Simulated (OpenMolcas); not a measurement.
**Excited-state calculation, with input and output: InH3 (part 1 of 4)**

System: InH3, SMILES [H][In]([H])[H].
Method: CASPT2/ANO-RCC-VDZP, DKH2 (OpenMolcas 26.06).

The geometry comes from this level: GFN2-xTB.

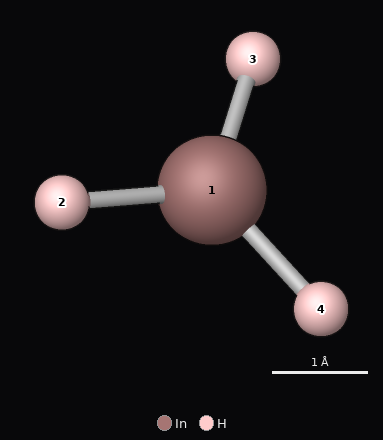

Fig. 1: The input geometry (ball-and-stick view, seen at a tilt; atoms are numbered from 1 in the order of the input). Sticks mark near contacts.

Results in brief

```csv
quantity,value
outcome,converged
total energy,−5879.201971 hartree
CASSCF energy,−5878.800939 hartree
basis functions,58
hardware,"1 thread of Arm Neoverse V1, 24 GiB of memory available, shared host"
wall time,7.8 s
peak memory,0.41 GiB
```

Notes

Settings chosen away from the usual ones: fock set to G1 (from default).

Input file
```
* H3In CASPT2
>>> EXPORT MOLCAS_PRINT=2
&gateway
xbas
In.ANO-RCC-VDZP
H.ANO-RCC-VDZP
End of Basis
zmat
In1
H2 1 1.71856
H3 1 1.718778 2 119.97745
H4 1 1.718048 2 120.12799 3 -179.91513
End of ZMAT
&seward
relativistic = R02E00
&rasscf
fileorb = $CurrDir/step2.RasOrb
spin = 1
nactel = 6 0 0
inactive = 23
ras2 = 6
ciroot = 4 4 1
orblisting = Nothing
&caspt2
multistate = all
ipea = 0
sig1 = 0.2
focktype = G1
```

Launch command:
```bash
export MOLCAS_MEM=1860
pymolcas step4.inp > step4.log
```

The program's output
```
--- Start Module: gateway ---

                                              &GATEWAY

                       available to each process: 1.9 GB of memory, 1 thread

++    Symmetry information:
      ---------------------

                    Character Table for C1

                             E
                    a        1  x, y, xy, Rz, z, xz, Ry, yz, Rx, I
--

++    Basis set information:
      ----------------------

      Basis set label: IN.ANO-RCC...6S5P3D1F.

      Electronic valence basis set:
      ------------------
      Associated Effective Charge  49.000000 au
      Associated Actual Charge     49.000000 au
      Nuclear Model: Point charge

      Shell  nPrim  nBasis  Cartesian Spherical Contaminant
         s      22       6        X
         p      19       5        X
         d      13       3                 X
         f       5       1                 X

      Basis set label: H.ANO-RCC...2S1P.

      Electronic valence basis set:
      ------------------
      Associated Effective Charge   1.000000 au
      Associated Actual Charge      1.000000 au
      Nuclear Model: Point charge

      Shell  nPrim  nBasis  Cartesian Spherical Contaminant
         s       8       2        X
         p       4       1        X
--

++    Molecular structure info:
      -------------------------

                    ************************************************
                    **** Cartesian Coordinates / bohr, angstrom ****
                    ************************************************

     Center  Label                x              y              z                     x              y              z
        1      IN1              0.000000       0.000000       0.000000              0.000000       0.000000       0.000000
        2      H2               0.000000       0.000000       3.247608              0.000000       0.000000       1.718560
        3      H3               2.813507       0.000000      -1.622903              1.488844       0.000000      -0.858803
        4      H4              -2.808037       0.004159      -1.629597             -1.485949       0.002201      -0.862346

                    ***************************************
                    *    InterNuclear Distances / bohr    *
                    ***************************************

               1 IN1           2 H2            3 H3            4 H4
    1 IN1      0.000000
    2 H2       3.247608        0.000000
    3 H3       3.248020        5.624739        0.000000
    4 H4       3.246640        5.627807        5.621549        0.000000

                    *******************************************
                    *    InterNuclear Distances / angstrom    *
                    *******************************************

               1 IN1           2 H2            3 H3            4 H4
    1 IN1      0.000000
    2 H2       1.718560        0.000000
    3 H3       1.718778        2.976484        0.000000
    4 H4       1.718048        2.978107        2.974795        0.000000
--

            Nuclear Potential Energy             45.80003215 au

--- Stop Module: gateway /rc=_RC_ALL_IS_WELL_ ---

--- Start Module: seward ---

                                              &SEWARD

                       available to each process: 1.9 GB of memory, 1 thread

               SEWARD will generate:
                  Multipole Moment integrals up to order  2
                  Kinetic Energy integrals
                  Nuclear Attraction integrals (point charge)
                  One-Electron Hamiltonian integrals
                  Velocity integrals
                  Relativistic Douglas-Kroll-Hess integrals:
                    - Parametrization         : EXP
                    - DKH order of Hamiltonian: 2
                    - DKH order of Properties : 0
                         - multipole moment operators
                         - electric potential operators
                         - contact operators
                  Orbital angular momentum around (  0.0000   0.0000  -0.0000 )
                  Velocity quadrupole around (  0.0000   0.0000  -0.0000 )
                  Atomic mean-field integrals
                  Two-Electron Repulsion integrals

                   Integrals are discarded if absolute value <: 1.00E-14
                   Integral cutoff threshold is set to       <: 1.00E-16

            Nuclear Potential Energy             45.80003215 au

      Basis set specifications :
      Symmetry species         a
      Basis functions           58

--- Stop Module: seward /rc=_RC_ALL_IS_WELL_ ---
--- Module seward spent 3 seconds ---

--- Start Module: rasscf ---

                                              &RASSCF

                       available to each process: 1.9 GB of memory, 1 thread

      Header of the ONEINT file:
      --------------------------

      OrdInt status: non-squared

      Cartesian coordinates in angstrom:
      -----------------------------------------------------
      No.  Label        X            Y            Z
      -----------------------------------------------------
       1   IN1        0.00000000   0.00000000   0.00000000
       2   H2         0.00000000   0.00000000   1.71856000
       3   H3         1.48884353   0.00000000  -0.85880310
       4   H4        -1.48594894   0.00220108  -0.86234553
      -----------------------------------------------------
      Nuclear repulsion energy =   45.80003215

++    Wave function specifications:
      -----------------------------

      Number of closed shell electrons          46
      Number of electrons in active shells       6
      Max number of holes in RAS1 space          0
      Max nr of electrons in RAS3 space          0
      Number of inactive orbitals               23
      Number of active orbitals                  6
      Number of secondary orbitals              29
      Spin quantum number                      0.0
      State symmetry                             1
--

++    Orbital specifications:
      -----------------------

      Symmetry species                           1
                                                 a
      Frozen orbitals                            0
      Inactive orbitals                         23
      Active orbitals                            6
      RAS1 orbitals                              0
      RAS2 orbitals                              6
      RAS3 orbitals                              0
      Secondary orbitals                        29
      Deleted orbitals                           0
      Number of basis functions                 58
--

++    CI expansion specifications:
      ----------------------------

      Number of CSFs                           175
      Number of spin combinations              210
      Number of determinants                   400
      Number of root(s) required                 4
      Root chosen for geometry opt.              4
      CI roots used                              1     2     3     4
      weights                                0.250 0.250 0.250 0.250
      highest root included in the CI            4
      max. size of the explicit Hamiltonian    175
--

++    Optimization specifications:
      ----------------------------

      RASSCF algorithm: Conventional
      Maximum number of macro iterations       200
      Maximum number of SX iterations          100
      Threshold for RASSCF energy            1.000E-08
      Threshold for max MO rotation          1.000E-01
      Threshold for max BLB element          1.000E-04
      Level shift parameter                  5.000E-01
      Make Quasi-Newton update
--

      The MO-coefficients are taken from the file:
      step2.RasOrb
      Title: RASSCF average (pseudo-natural) orbitals

      Total molecular charge    0.00

      ************************************************************************************************************************
      *                                            Wave function control section                                             *
      ************************************************************************************************************************

                                         RASSCF iterations: Energy and convergence statistics
                                         ----------------------------------------------------

          iter iter root      energy       change     param      element    value   shift minimum  type update hh:mm:ss
 Nr of preliminary CI iterations:   1
      Total energies have been shifted. Add                -5000.00 au
        1   1    2    0  -878.61653746    0.00E+00  -6.49E-06   19  55 1 -1.40E-06   0.19   0.00    SX    NO    0:00:00
        2   1    2    0  -878.61653746   -8.28E-11   3.37E-06   26  35 1  5.66E-07   0.19   0.00    SX    NO    0:00:00
        3   1    2    0  -878.61653746    2.00E-11  -1.73E-06   26  35 1  2.64E-07   0.19   0.00    SX    NO    0:00:00
        4   1    2    0  -878.61653746    0.00E+00  -9.22E-07   26  35 1  1.73E-07   0.19   0.00    SX    NO    0:00:00
      Convergence after  4 iterations
        5   1    2    0  -878.61653746    0.00E+00  -9.22E-07   26  35 1  8.16E-08   0.19   0.00    SX    NO    0:00:00

      ************************************************************************************************************************
                                                      Wave function printout:
                       occupation of active orbitals, and spin coupling of open shells (u,d: Spin up or down)
      ************************************************************************************************************************

      Note: transformation to natural orbitals
      has been made, which may change the order of the CSFs.

      printout of CI-coefficients larger than  0.05 for root  1
      energy=   -5878.800939
      conf/sym  111111     Coeff  Weight
             1  222000  -0.98220 0.96472
            13  220020   0.08769 0.00769
            16  220002   0.05830 0.00340
            21  2ud0ud   0.10597 0.01123
            31  202020   0.06145 0.00378

      printout of CI-coefficients larger than  0.05 for root  2
      energy=   -5878.622614
      conf/sym  111111     Coeff  Weight
             2  22ud00  -0.95479 0.91162
            14  220u0d  -0.12559 0.01577
            18  2udud0  -0.18999 0.03610
            24  u2dud0  -0.06619 0.00438
            32  202u0d  -0.07288 0.00531
            47  2uudd0   0.06528 0.00426
            50  u2udd0   0.06959 0.00484
            59  2u0dud   0.06462 0.00418
            73  20ud20   0.08522 0.00726

      printout of CI-coefficients larger than  0.05 for root  3
      energy=   -5878.616809
      conf/sym  111111     Coeff  Weight
             5  2u2d00   0.89323 0.79785
             8  u22d00  -0.36412 0.13259
            12  220ud0   0.10816 0.01170
            20  2udu0d   0.07734 0.00598
            36  ud2ud0   0.09318 0.00868
            42  022ud0  -0.05369 0.00288
            48  2uud0d   0.06665 0.00444
            51  u2ud0d  -0.06017 0.00362
            53  uu2dd0  -0.07235 0.00523
            57  2u0d20   0.07807 0.00609
            62  2u0d02   0.05214 0.00272
            75  20udud   0.06548 0.00429
            99  uuddud  -0.07011 0.00492

      printout of CI-coefficients larger than  0.05 for root  4
      energy=   -5878.425787
      conf/sym  111111     Coeff  Weight
             5  2u2d00  -0.34066 0.11605
             8  u22d00  -0.88989 0.79191
            12  220ud0  -0.16628 0.02765
            20  2udu0d  -0.16517 0.02728
            30  202ud0  -0.10519 0.01107
            65  u20d20  -0.06517 0.00425
            70  u20d02  -0.05297 0.00281
            83  ududud  -0.05469 0.00299
            99  uuddud  -0.06387 0.00408

      Natural orbitals and occupation numbers for root  1
      sym 1:   1.996931   1.974196   1.964146   0.004163   0.037696   0.022868

      Natural orbitals and occupation numbers for root  2
      sym 1:   1.995230   1.916110   1.004845   1.000000   0.072313   0.011501

      Natural orbitals and occupation numbers for root  3
      sym 1:   1.964317   1.013098   1.929410   1.000000   0.060217   0.032958

      Natural orbitals and occupation numbers for root  4
      sym 1:   1.067636   1.934885   1.888103   0.999998   0.061613   0.047765

      ************************************************************************************************************************
      *                                                    Final results                                                     *
      ************************************************************************************************************************

++    Final optimization conditions:
      ------------------------------

      Average CI energy                           -5878.61653746
      RASSCF energy for state  4                  -5878.42578720
      Super-CI energy                                -0.00000000
      RASSCF energy change                            0.00000000
      Max change in MO coefficients              -1.466E-06
      Max non-diagonal density matrix element    -9.221E-07
      Maximum BLB matrix element                  8.164E-08
      (orbital pair  26,  35 in symmetry   1)
      Norm of electronic gradient            6.442E-02
--

      Final state energy(ies):
      ------------------------

::    RASSCF root number  1 Total energy:  -5878.80093914
::    RASSCF root number  2 Total energy:  -5878.62261441
::    RASSCF root number  3 Total energy:  -5878.61680908
::    RASSCF root number  4 Total energy:  -5878.42578720
      Von Neumann Entropy (Root   1) =  0.24662

      Mulliken population analysis for root number:  1
      -----------------------------------------------

++    Molecular charges:
      ------------------

      Mulliken charges per centre
      ---------------------------

                IN1     H2      H3      H4
      Total   48.2006  1.3428  1.2284  1.2282

      N-E      0.7994 -0.3428 -0.2284 -0.2282

      Total electronic charge=   52.000000

      Total            charge=   -0.000000
--

      Expectation values of various properties for root number:  1
      -----------------------------------------------------------

++    Molecular properties:
      ---------------------

      Charge (e):
                      =   -0.0000
      Dipole Moment (debye):
      Origin of the operator (angstrom)=    0.0000    0.0000   -0.0000
                   X= -4.2144E-03               Y= -3.2619E-03               Z= -6.4718E-01           Total=  6.4721E-01
      Quadrupole Moment (debye*angstrom):
      Origin of the operator (angstrom)=    0.0000    0.0000   -0.0000
                  XX= -3.1426E+01              XY=  5.7650E-03              XZ=  9.7702E-04              YY= -2.3627E+01
                  YZ=  3.0312E-03              ZZ= -3.1933E+01
      In traceless form (debye*angstrom)
                  XX= -3.6460E+00              XY=  8.6475E-03              XZ=  1.4655E-03              YY=  8.0523E+00
                  YZ=  4.5467E-03              ZZ= -4.4062E+00
--

      LoProp population analysis for root number:  1
      -----------------------------------------------

++    LoProp analysis:
      ----------------

++    Static properties:
      ------------------

      LoProp Charges per center

                   IN1      H2       H3       H4
      Nuclear     49.0000   1.0000   1.0000   1.0000
      Electronic -48.6172  -1.1685  -1.1072  -1.1071

      Total        0.3828  -0.1685  -0.1072  -0.1071
--

      Natural Bond Order analysis for root number:  1
```
